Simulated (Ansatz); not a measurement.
**C2H8AlBSi: up Jacob's ladder to CCSD(T)**

Aim: compute C2H8AlBSi with functionals from several rungs and with coupled cluster, and see how far each lands from CCSD(T) at the basis-set limit for the atomisation energy.

Program: Ansatz 0.2.0, Gaussian basis. Level of theory: functionals in def2-TZVPP, the program's frozen cores in correlated methods. These are calculated values, not measurements.

Plan: LDA (SPW92), PBE-D4, revPBE-D4, BLYP-D4, r2SCAN-D4, B97M-V, PBE0-D4, B3LYP-D4, r2SCANh-D4, r2SCAN0-D4, HSE06-D4, BHLYP-D4, CAM-B3LYP-D4, LC-ωPBE, ωB97X-V, ωB97M-V, B2PLYP, PBE-QIDH; CCSD(T)/def2-SVP; CCSD(T)/def2-TZVPP; MP2/def2-QZVPP; extrapolation to the limit; RPA on PBE.

### 1 The geometry

An earlier PBE0-D4 in a triple-zeta def2 set relaxation fixed the geometry.

SMILES `[AlH2][SiH]1CBC1`, 13 atoms, charge 0, spin multiplicity 1.

Atoms are counted from 1 here; the program's logs count them from 0.

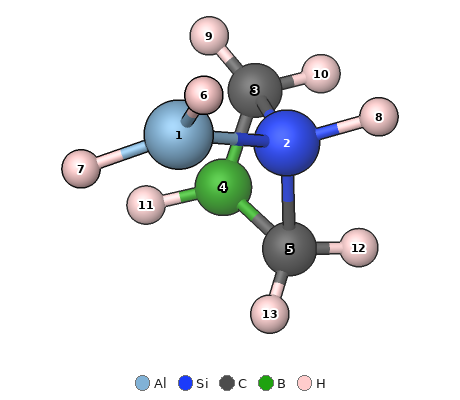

The geometry (aluminium light blue, silicon blue, carbon dark grey, boron green, hydrogen pink); atoms are numbered from 1 in the order of the file.

### 2 LDA

This LDA is Slater exchange with PW92 correlation.

The input, in.yaml:

```yaml
crystal:
  periodic: [false, false, false]
  atoms:
    - {symbol: Al, position_ang: [-2.487045, -0.000091, 0.250274]}
    - {symbol: Si, position_ang: [-0.112633, -0.360239, 0.697290]}
    - {symbol: C, position_ang: [1.107030, 1.141565, 0.426335]}
    - {symbol: B, position_ang: [1.082797, 0.418394, -0.938386]}
    - {symbol: C, position_ang: [1.002452, -1.108404, -0.717507]}
    - {symbol: H, position_ang: [-3.598818, -0.339836, 1.333670]}
    - {symbol: H, position_ang: [-2.919654, 0.597249, -1.155568]}
    - {symbol: H, position_ang: [0.220279, -1.026684, 1.986586]}
    - {symbol: H, position_ang: [0.822909, 2.185857, 0.509230]}
    - {symbol: H, position_ang: [1.886968, 0.878790, 1.145111]}
    - {symbol: H, position_ang: [0.602074, 0.935370, -1.909259]}
    - {symbol: H, position_ang: [1.774620, -1.589900, -0.112479]}
    - {symbol: H, position_ang: [0.639221, -1.766569, -1.500398]}
basis:
  gaussian: {orbitals: def2-TZVPP}
hamiltonian: {xc: lda}
output: {orbitals: {seedname: orbitals}}
```

The run is started by

```console
$ ansatz run in.yaml --threads 4 --pin off --events-out ev --progress --plain --max-ram 10444MiB
```

What it wrote (excerpt; [...] marks lines left out):

```text
Functional definition: SPW92
  name "SPW92"
  cite "Dirac, Proc. Camb. Phil. Soc. 26, 376 (1930) doi:10.1017/S0305004100016108"
  cite "Slater, Phys. Rev. 81, 385 (1951) doi:10.1103/PhysRev.81.385"
  cite "Perdew & Wang, Phys. Rev. B 45, 13244 (1992) doi:10.1103/PhysRevB.45.13244"
[...]
1558 factors; their error is unknown
[...]
mean field -17266.73921206 eV, -634.5409622271 hartree, gradient 6.4e-5 eV, S^2 0.000000; 0 other end points of the search recorded, 0 dependent functions left out
reference -17266.73926424 eV, -634.5409641446 hartree; 26, 26 occupied and 263, 263 virtual orbitals, 1558 factors
Total energy: -17266.73926424 eV, -634.5409641446 hartree
```

Wall time 0.75 s (4 threads of AMD EPYC 9R45, shared host).

Atomisation energy: 1205.4 kcal/mol (free atoms -17214.467 eV, run apart). HOMO -6.37 eV, LUMO -3.17 eV.

### 3 PBE-D4 (GGA)

in.yaml: that of step 2 with these lines changed.

```diff
@@ -18,3 +18,3 @@
   gaussian: {orbitals: def2-TZVPP}
-hamiltonian: {xc: lda}
-output: {orbitals: {seedname: orbitals}}
+hamiltonian: {xc: pbe, dispersion: d4}
+output: {forces: true, orbitals: {seedname: orbitals}}
```

The command is unchanged.

What it wrote (excerpt; [...] marks lines left out):

```text
Functional definition: PBE
  name "PBE"
  cite "Perdew, Burke & Ernzerhof, Phys. Rev. Lett. 77, 3865 (1996) doi:10.1103/PhysRevLett.77.3865"
  parent pbe
[...]
1558 factors; their error is unknown
[...]
mean field -17343.65913206 eV, -637.3677171487 hartree, gradient 4.0e-5 eV, S^2 0.000000; 0 other end points of the search recorded, 0 dependent functions left out
[...]
Atom 9 at     1.886968     0.878790     1.145111 Å, force     0.136749    -0.036487     0.163447 eV/Å
Atom 10 at     0.602074     0.935370    -1.909259 Å, force    -0.052826     0.056304    -0.104009 eV/Å
Atom 11 at     1.774620    -1.589900    -0.112479 Å, force     0.133268    -0.119564     0.120527 eV/Å
Atom 12 at     0.639221    -1.766569    -1.500398 Å, force    -0.065574    -0.143247    -0.155563 eV/Å
Dipole moment:     0.015498    -0.094051     0.177558 e Å
```

It took 1.4 s on 4 threads of AMD EPYC 9R45, shared host.

Atomisation energy: 1085.3 kcal/mol (free atoms -17296.903 eV, run apart). HOMO -6.27 eV, LUMO -2.94 eV.

### 4 revPBE-D4 (GGA)

in.yaml: that of step 3 with these lines changed.

```diff
@@ -18,3 +18,3 @@
   gaussian: {orbitals: def2-TZVPP}
-hamiltonian: {xc: pbe, dispersion: d4}
-output: {forces: true, orbitals: {seedname: orbitals}}
+hamiltonian: {xc: {name: revPBE}, dispersion: d4}
+output: {orbitals: {seedname: orbitals}}
```

The command is unchanged.

What it wrote (excerpt; [...] marks lines left out):

```text
Functional definition: revPBE
  name "revPBE"
  cite "Zhang & Yang, Phys. Rev. Lett. 80, 890 (1998) doi:10.1103/PhysRevLett.80.890"
  cite "Perdew, Burke & Ernzerhof, Phys. Rev. Lett. 77, 3865 (1996) doi:10.1103/PhysRevLett.77.3865"
[...]
1558 factors; their error is unknown
[...]
mean field -17351.94382636 eV, -637.6721740487 hartree, gradient 3.8e-5 eV, S^2 0.000000; 0 other end points of the search recorded, 0 dependent functions left out
reference -17351.94389668 eV, -637.6721766329 hartree; 26, 26 occupied and 263, 263 virtual orbitals, 1558 factors
Total energy: -17352.81623667 eV, -637.7042345362 hartree
```

Run time: 1.1 s. Hardware: 4 threads of AMD EPYC 9R45, shared host.

With the free atoms at this level, -17306.621 eV in sum, the atomisation energy is 1065.3 kcal/mol. HOMO -6.22 eV, LUMO -2.84 eV.

### 5 BLYP-D4 (GGA)

in.yaml: that of step 4 with these lines changed.

```diff
@@ -18,3 +18,3 @@
   gaussian: {orbitals: def2-TZVPP}
-hamiltonian: {xc: {name: revPBE}, dispersion: d4}
+hamiltonian: {xc: {name: BLYP}, dispersion: d4}
 output: {orbitals: {seedname: orbitals}}
```

Launched as before.

What it wrote (excerpt; [...] marks lines left out):

```text
Functional definition: BLYP
  name "BLYP"
  cite "Becke, Phys. Rev. A 38, 3098 (1988) doi:10.1103/PhysRevA.38.3098"
  cite "Lee, Yang & Parr, Phys. Rev. B 37, 785 (1988) doi:10.1103/PhysRevB.37.785"
[...]
1558 factors; their error is unknown
[...]
mean field -17353.93226897 eV, -637.7452479670 hartree, gradient 3.0e-5 eV, S^2 0.000000; 0 other end points of the search recorded, 0 dependent functions left out
reference -17353.93272231 eV, -637.7452646267 hartree; 26, 26 occupied and 263, 263 virtual orbitals, 1558 factors
Total energy: -17354.59726281 eV, -637.7696860398 hartree
```

It took 1.2 s on 4 threads of AMD EPYC 9R45, shared host.

Atomisation energy: 1062.1 kcal/mol (free atoms -17308.541 eV, run apart). HOMO -6.12 eV, LUMO -2.81 eV.

### 6 r2SCAN-D4 (meta-GGA)

in.yaml: that of step 5 with these lines changed.

```diff
@@ -18,3 +18,3 @@
   gaussian: {orbitals: def2-TZVPP}
-hamiltonian: {xc: {name: BLYP}, dispersion: d4}
-output: {orbitals: {seedname: orbitals}}
+hamiltonian: {xc: r2scan, dispersion: d4}
+output: {forces: true, orbitals: {seedname: orbitals}}
```

Same command.

What it wrote (excerpt; [...] marks lines left out):

```text
Functional definition: r2SCAN
  name "r2SCAN"
  cite "Furness, Kaplan, Ning, Perdew & Sun, J. Phys. Chem. Lett. 11, 8208 (2020) doi:10.1021/acs.jpclett.0c02405"
  cite "Furness, Kaplan, Ning, Perdew & Sun, J. Phys. Chem. Lett. 11, 9248 (2020) doi:10.1021/acs.jpclett.0c03077"
  parent r2scan
[...]
1558 factors; their error is unknown
[...]
Atom 9 at     1.886968     0.878790     1.145111 Å, force    -0.020096     0.010822     0.003838 eV/Å
Atom 10 at     0.602074     0.935370    -1.909259 Å, force     0.014778    -0.009734     0.019049 eV/Å
Atom 11 at     1.774620    -1.589900    -0.112479 Å, force    -0.020857    -0.007524    -0.005577 eV/Å
Atom 12 at     0.639221    -1.766569    -1.500398 Å, force     0.018567    -0.001472     0.008308 eV/Å
Dipole moment:     0.018542    -0.092725     0.174170 e Å
```

Run time: 2 s. Hardware: 4 threads of AMD EPYC 9R45, shared host.

With the free atoms at this level, -17305.731 eV in sum, the atomisation energy is 1081.4 kcal/mol. HOMO -6.48 eV, LUMO -2.71 eV.

### 7 B97M-V (meta-GGA)

in.yaml: that of step 6 with these lines changed.

```diff
@@ -18,3 +18,3 @@
   gaussian: {orbitals: def2-TZVPP}
-hamiltonian: {xc: r2scan, dispersion: d4}
-output: {forces: true, orbitals: {seedname: orbitals}}
+hamiltonian: {xc: {name: B97M-V}}
+output: {orbitals: {seedname: orbitals}}
```

Launched as before.

What it wrote (excerpt; [...] marks lines left out):

```text
Functional definition: B97M-V
  name "B97M-V"
  cite "Mardirossian & Head-Gordon, J. Chem. Phys. 142, 074111 (2015) doi:10.1063/1.4907719"
  cite "Becke, J. Chem. Phys. 107, 8554 (1997) doi:10.1063/1.475007"
  cite "Vydrov & Van Voorhis, J. Chem. Phys. 133, 244103 (2010) doi:10.1063/1.3521275"
  # Of w^i u^j: cxij and so on, Table III.
[...]
  gx(w, u) = cx00 + cx01*u + cx02*u^2 + (cx10 + cx11*u)*w
[...]
  gos(w, u) = cos00 + cos01*u + cos03*u^3 + cos10*w + cos32*w^3*u^2
[...]
      + integral(e_c_pw_mod_opposite_spin*gos(b97_w_opposite, b97_u_opposite)) + vv10(b, c)
1558 factors; their error is unknown
[...]
mean field -17352.97017547 eV, -637.7098916829 hartree, gradient 4.4e-5 eV, S^2 0.000000; 0 other end points of the search recorded, 0 dependent functions left out
reference -17352.97025620 eV, -637.7098946497 hartree; 26, 26 occupied and 263, 263 virtual orbitals, 1558 factors
Total energy: -17352.97025620 eV, -637.7098946497 hartree
```

Wall time 3.4 s (4 threads of AMD EPYC 9R45, shared host).

With the free atoms at this level, -17305.795 eV in sum, the atomisation energy is 1087.9 kcal/mol. HOMO -6.55 eV, LUMO -2.90 eV.

### 8 PBE0-D4 (hybrid)

in.yaml: that of step 7 with these lines changed.

```diff
@@ -18,3 +18,3 @@
   gaussian: {orbitals: def2-TZVPP}
-hamiltonian: {xc: {name: B97M-V}}
+hamiltonian: {xc: pbe0, dispersion: d4}
 output: {orbitals: {seedname: orbitals}}
```

Its log isn't repeated here (it stands with the study of this molecule's fields); it ends on a total energy of -17346.004377 eV.

With the free atoms at this level, -17299.252 eV in sum, the atomisation energy is 1078.1 kcal/mol. HOMO -7.33 eV, LUMO -2.20 eV.

### 9 B3LYP-D4 (hybrid)

B3LYP here takes the VWN-RPA correlation.

in.yaml: that of step 8 with these lines changed.

```diff
@@ -18,3 +18,3 @@
   gaussian: {orbitals: def2-TZVPP}
-hamiltonian: {xc: pbe0, dispersion: d4}
-output: {orbitals: {seedname: orbitals}}
+hamiltonian: {xc: {name: B3LYP}, dispersion: d4}
+output: {forces: true, orbitals: {seedname: orbitals}}
```

Launched as before.

What it wrote (excerpt; [...] marks lines left out):

```text
Functional definition: B3LYP
  name "B3LYP"
  cite "Stephens, Devlin, Chabalowski & Frisch, J. Phys. Chem. 98, 11623 (1994) doi:10.1021/j100096a001"
  cite "Becke, Phys. Rev. A 38, 3098 (1988) doi:10.1103/PhysRevA.38.3098"
  cite "Lee, Yang & Parr, Phys. Rev. B 37, 785 (1988) doi:10.1103/PhysRevB.37.785"
  cite "Vosko, Wilk & Nusair, Can. J. Phys. 58, 1200 (1980) doi:10.1139/p80-159"
[...]
1585 factors; their error is unknown
[...]
Atom 9 at     1.886968     0.878790     1.145111 Å, force    -0.037747     0.061801    -0.058683 eV/Å
Atom 10 at     0.602074     0.935370    -1.909259 Å, force     0.059885    -0.050348     0.093615 eV/Å
Atom 11 at     1.774620    -1.589900    -0.112479 Å, force    -0.039919     0.013482    -0.082712 eV/Å
Atom 12 at     0.639221    -1.766569    -1.500398 Å, force     0.033884     0.038149     0.047190 eV/Å
Dipole moment:    -0.010720    -0.092778     0.175971 e Å
```

It took 2.3 s on 4 threads of AMD EPYC 9R45, shared host; peak memory 0.97 GiB.

Atomisation energy: 1072.2 kcal/mol (free atoms -17311.334 eV, run apart). HOMO -7.13 eV, LUMO -2.38 eV.

### 10 r2SCANh-D4 (hybrid)

in.yaml: that of step 9 with these lines changed.

```diff
@@ -18,3 +18,3 @@
   gaussian: {orbitals: def2-TZVPP}
-hamiltonian: {xc: {name: B3LYP}, dispersion: d4}
-output: {forces: true, orbitals: {seedname: orbitals}}
+hamiltonian: {xc: {name: r2SCANh}, dispersion: d4}
+output: {orbitals: {seedname: orbitals}}
```

Same command.

What it wrote (excerpt; [...] marks lines left out):

```text
Functional definition: r2SCANh
  name "r2SCANh"
  cite "Bursch, Neugebauer, Ehlert & Grimme, J. Chem. Phys. 156, 134105 (2022) doi:10.1063/5.0086040"
  cite "Furness, Kaplan, Ning, Perdew & Sun, J. Phys. Chem. Lett. 11, 8208 (2020) doi:10.1021/acs.jpclett.0c02405"
  cite "Furness, Kaplan, Ning, Perdew & Sun, J. Phys. Chem. Lett. 11, 9248 (2020) doi:10.1021/acs.jpclett.0c03077"
  parent r2scan
[...]
1558 factors; their error is unknown
[...]
mean field -17352.38046339 eV, -637.6882201638 hartree, gradient 3.3e-5 eV, S^2 0.000000; 0 other end points of the search recorded, 0 dependent functions left out
reference -17352.38047880 eV, -637.6882207301 hartree; 26, 26 occupied and 263, 263 virtual orbitals, 1558 factors
Total energy: -17352.46100792 eV, -637.6911801204 hartree
```

Wall time 2.2 s (4 threads of AMD EPYC 9R45, shared host); peak memory 0.84 GiB.

With the free atoms at this level, -17305.726 eV in sum, the atomisation energy is 1077.7 kcal/mol. HOMO -6.87 eV, LUMO -2.45 eV.

### 11 r2SCAN0-D4 (hybrid)

in.yaml: that of step 10 with these lines changed.

```diff
@@ -18,3 +18,3 @@
   gaussian: {orbitals: def2-TZVPP}
-hamiltonian: {xc: {name: r2SCANh}, dispersion: d4}
+hamiltonian: {xc: {name: r2SCAN0}, dispersion: d4}
 output: {orbitals: {seedname: orbitals}}
```

Same command.

What it wrote (excerpt; [...] marks lines left out):

```text
Functional definition: r2SCAN0
  name "r2SCAN0"
  cite "Bursch, Neugebauer, Ehlert & Grimme, J. Chem. Phys. 156, 134105 (2022) doi:10.1063/5.0086040"
  cite "Furness, Kaplan, Ning, Perdew & Sun, J. Phys. Chem. Lett. 11, 8208 (2020) doi:10.1021/acs.jpclett.0c02405"
  cite "Furness, Kaplan, Ning, Perdew & Sun, J. Phys. Chem. Lett. 11, 9248 (2020) doi:10.1021/acs.jpclett.0c03077"
  parent r2scan
[...]
1592 factors; their error is unknown
[...]
mean field -17352.15629157 eV, -637.6799820013 hartree, gradient 4.5e-5 eV, S^2 0.000000; 0 other end points of the search recorded, 0 dependent functions left out
reference -17352.15630493 eV, -637.6799824923 hartree; 26, 26 occupied and 263, 263 virtual orbitals, 1592 factors
Total energy: -17352.24567251 eV, -637.6832666900 hartree
```

Run time: 2.1 s. Hardware: 4 threads of AMD EPYC 9R45, shared host; peak memory 0.85 GiB.

With the free atoms at this level, -17305.732 eV in sum, the atomisation energy is 1072.6 kcal/mol. HOMO -7.46 eV, LUMO -2.07 eV.

### 12 HSE06-D4 (hybrid)

HSE06 is the plane-wave form, built on full-range PBE exchange.

in.yaml: that of step 11 with these lines changed.

```diff
@@ -18,3 +18,3 @@
   gaussian: {orbitals: def2-TZVPP}
-hamiltonian: {xc: {name: r2SCAN0}, dispersion: d4}
+hamiltonian: {xc: hse06, dispersion: d4}
 output: {orbitals: {seedname: orbitals}}
```

Launched as before.

What it wrote (excerpt; [...] marks lines left out):

```text
Functional definition: HSE06
  name "HSE06"
  cite "Heyd, Scuseria & Ernzerhof, J. Chem. Phys. 118, 8207 (2003) doi:10.1063/1.1564060"
  cite "Krukau, Vydrov, Izmaylov & Scuseria, J. Chem. Phys. 125, 224106 (2006) doi:10.1063/1.2404663"
  cite "Heyd & Scuseria, J. Chem. Phys. 120, 7274 (2004) doi:10.1063/1.1668634"
  cite "Ernzerhof & Perdew, J. Chem. Phys. 109, 3313 (1998) doi:10.1063/1.476928"
[...]
1592 factors; their error is unknown
140 factors; integrals over basis functions are off by at most 9.3e-7 eV
[...]
mean field -17345.19941296 eV, -637.4243214278 hartree, gradient 5.5e-5 eV, S^2 0.000000; 0 other end points of the search recorded, 0 dependent functions left out
reference -17345.19946818 eV, -637.4243234570 hartree; 26, 26 occupied and 263, 263 virtual orbitals, 1592 factors
Total energy: -17345.44476671 eV, -637.4333380117 hartree
```

It took 1.6 s on 4 threads of AMD EPYC 9R45, shared host; peak memory 0.87 GiB.

With the free atoms at this level, -17298.668 eV in sum, the atomisation energy is 1078.7 kcal/mol. HOMO -6.94 eV, LUMO -2.56 eV.

### 13 BHLYP-D4 (hybrid)

in.yaml: that of step 12 with these lines changed.

```diff
@@ -18,3 +18,3 @@
   gaussian: {orbitals: def2-TZVPP}
-hamiltonian: {xc: hse06, dispersion: d4}
+hamiltonian: {xc: {name: BHLYP}, dispersion: d4}
 output: {orbitals: {seedname: orbitals}}
```

Same command.

What it wrote (excerpt; [...] marks lines left out):

```text
Functional definition: BHLYP
  name "BHLYP"
  cite "Becke, J. Chem. Phys. 98, 1372 (1993) doi:10.1063/1.464304"
  cite "Becke, Phys. Rev. A 38, 3098 (1988) doi:10.1103/PhysRevA.38.3098"
  cite "Lee, Yang & Parr, Phys. Rev. B 37, 785 (1988) doi:10.1103/PhysRevB.37.785"
[...]
1738 factors; their error is unknown
[...]
mean field -17354.08493330 eV, -637.7508582776 hartree, gradient 3.6e-5 eV, S^2 0.000000; 0 other end points of the search recorded, 0 dependent functions left out
reference -17354.08515858 eV, -637.7508665563 hartree; 26, 26 occupied and 263, 263 virtual orbitals, 1738 factors
Total energy: -17354.48663912 eV, -637.7656206940 hartree
```

Run time: 1.4 s. Hardware: 4 threads of AMD EPYC 9R45, shared host; peak memory 0.85 GiB.

Atomisation energy: 1055.4 kcal/mol (free atoms -17308.722 eV, run apart). HOMO -8.27 eV, LUMO -1.41 eV.

### 14 CAM-B3LYP-D4 (range-separated)

in.yaml: that of step 13 with these lines changed.

```diff
@@ -18,3 +18,3 @@
   gaussian: {orbitals: def2-TZVPP}
-hamiltonian: {xc: {name: BHLYP}, dispersion: d4}
+hamiltonian: {xc: {name: CAM-B3LYP}, dispersion: d4}
 output: {orbitals: {seedname: orbitals}}
```

The command is unchanged.

What it wrote (excerpt; [...] marks lines left out):

```text
Functional definition: CAM-B3LYP
  name "CAM-B3LYP"
  cite "Yanai, Tew & Handy, Chem. Phys. Lett. 393, 51 (2004) doi:10.1016/j.cplett.2004.06.011"
  cite "Iikura, Tsuneda, Yanai & Hirao, J. Chem. Phys. 115, 3540 (2001) doi:10.1063/1.1383587"
  cite "Becke, Phys. Rev. A 38, 3098 (1988) doi:10.1103/PhysRevA.38.3098"
  cite "Lee, Yang & Parr, Phys. Rev. B 37, 785 (1988) doi:10.1103/PhysRevB.37.785"
[...]
  # Exact exchange under (alpha + beta erf(omega r))/r, Becke's under what is left of 1/r.
[...]
1580 factors; their error is unknown
432 factors; integrals over basis functions are off by at most 1.6e-5 eV
[...]
mean field -17354.18395711 eV, -637.7544973354 hartree, gradient 3.6e-5 eV, S^2 0.000000; 0 other end points of the search recorded, 0 dependent functions left out
reference -17354.18412084 eV, -637.7545033522 hartree; 26, 26 occupied and 263, 263 virtual orbitals, 1580 factors
Total energy: -17354.45238242 eV, -637.7643617838 hartree
```

Run time: 1.7 s. Hardware: 4 threads of AMD EPYC 9R45, shared host; peak memory 0.96 GiB.

Atomisation energy: 1075.7 kcal/mol (free atoms -17307.805 eV, run apart). HOMO -8.58 eV, LUMO -1.26 eV.

### 15 LC-ωPBE (range-separated)

in.yaml: that of step 14 with these lines changed.

```diff
@@ -18,3 +18,3 @@
   gaussian: {orbitals: def2-TZVPP}
-hamiltonian: {xc: {name: CAM-B3LYP}, dispersion: d4}
+hamiltonian: {xc: {name: LC-wPBE}}
 output: {orbitals: {seedname: orbitals}}
```

The command is unchanged.

What it wrote (excerpt; [...] marks lines left out):

```text
Functional definition: LC-wPBE
  name "LC-wPBE"
  cite "Vydrov & Scuseria, J. Chem. Phys. 125, 234109 (2006) doi:10.1063/1.2409292"
  cite "Heyd & Scuseria, J. Chem. Phys. 120, 7274 (2004) doi:10.1063/1.1668634"
  cite "Ernzerhof & Perdew, J. Chem. Phys. 109, 3313 (1998) doi:10.1063/1.476928"
  cite "Perdew, Burke & Ernzerhof, Phys. Rev. Lett. 77, 3865 (1996) doi:10.1103/PhysRevLett.77.3865"
  parent pbe
[...]
1558 factors; their error is unknown
560 factors; integrals over basis functions are off by at most 3.2e-5 eV
[...]
mean field -17349.11008317 eV, -637.5680359072 hartree, gradient 4.8e-5 eV, S^2 0.000000; 0 other end points of the search recorded, 0 dependent functions left out
reference -17349.11008318 eV, -637.5680359075 hartree; 26, 26 occupied and 263, 263 virtual orbitals, 1558 factors
Total energy: -17349.11008318 eV, -637.5680359075 hartree
```

Run time: 1.3 s. Hardware: 4 threads of AMD EPYC 9R45, shared host.

Atomisation energy: 1072.8 kcal/mol (free atoms -17302.591 eV, run apart). HOMO -9.89 eV, LUMO -0.21 eV.

### 16 ωB97X-V (range-separated)

in.yaml: that of step 15 with these lines changed.

```diff
@@ -18,3 +18,3 @@
   gaussian: {orbitals: def2-TZVPP}
-hamiltonian: {xc: {name: LC-wPBE}}
+hamiltonian: {xc: {name: wB97X-V}}
 output: {orbitals: {seedname: orbitals}}
```

Same command.

What it wrote (excerpt; [...] marks lines left out):

```text
Functional definition: wB97X-V
  name "wB97X-V"
  cite "Mardirossian & Head-Gordon, Phys. Chem. Chem. Phys. 16, 9904 (2014) doi:10.1039/C3CP54374A"
  cite "Becke, J. Chem. Phys. 107, 8554 (1997) doi:10.1063/1.475007"
  cite "Vydrov & Van Voorhis, J. Chem. Phys. 133, 244103 (2010) doi:10.1063/1.3521275"
[...]
      + integral(e_c_pw_opposite_spin*poly(b97_u_opposite, cos0, cos1)) + vv10(b, c)
1580 factors; their error is unknown
407 factors; integrals over basis functions are off by at most 1.2e-5 eV
[...]
mean field -17352.82379608 eV, -637.7045123395 hartree, gradient 1.6e-5 eV, S^2 0.000000; 0 other end points of the search recorded, 0 dependent functions left out
reference -17352.82379338 eV, -637.7045122404 hartree; 26, 26 occupied and 263, 263 virtual orbitals, 1580 factors
Total energy: -17352.82379338 eV, -637.7045122404 hartree
```

Run time: 3.4 s. Hardware: 4 threads of AMD EPYC 9R45, shared host; peak memory 1 GiB.

Atomisation energy: 1078.8 kcal/mol (free atoms -17306.044 eV, run apart). HOMO -9.55 eV, LUMO -0.32 eV.

### 17 ωB97M-V (range-separated)

in.yaml: that of step 16 with these lines changed.

```diff
@@ -18,3 +18,3 @@
   gaussian: {orbitals: def2-TZVPP}
-hamiltonian: {xc: {name: wB97X-V}}
-output: {orbitals: {seedname: orbitals}}
+hamiltonian: {xc: {name: wB97M-V}}
+output: {forces: true, orbitals: {seedname: orbitals}}
```

Launched as before.

What it wrote (excerpt; [...] marks lines left out):

```text
Functional definition: wB97M-V
  name "wB97M-V"
  cite "Mardirossian & Head-Gordon, J. Chem. Phys. 144, 214110 (2016) doi:10.1063/1.4952647"
  cite "Becke, J. Chem. Phys. 107, 8554 (1997) doi:10.1063/1.475007"
  cite "Vydrov & Van Voorhis, J. Chem. Phys. 133, 244103 (2010) doi:10.1063/1.3521275"
  # Of w^i u^j: cxij and so on, Table III.
[...]
  gx(w, u) = 1 - cx + cx01*u + cx10*w
[...]
Atom 9 at     1.886968     0.878790     1.145111 Å, force    -0.042242     0.012009    -0.070638 eV/Å
Atom 10 at     0.602074     0.935370    -1.909259 Å, force     0.045884    -0.061021     0.114538 eV/Å
Atom 11 at     1.774620    -1.589900    -0.112479 Å, force    -0.041000     0.051989    -0.049185 eV/Å
Atom 12 at     0.639221    -1.766569    -1.500398 Å, force     0.031741     0.055882     0.053303 eV/Å
Dipole moment:    -0.038603    -0.094335     0.180527 e Å
```

Run time: 4.8 s. Hardware: 4 threads of AMD EPYC 9R45, shared host; peak memory 1.2 GiB.

Atomisation energy: 1076.8 kcal/mol (free atoms -17306.311 eV, run apart). HOMO -9.34 eV, LUMO -0.59 eV.

(Part 1 of 2 ends here.)
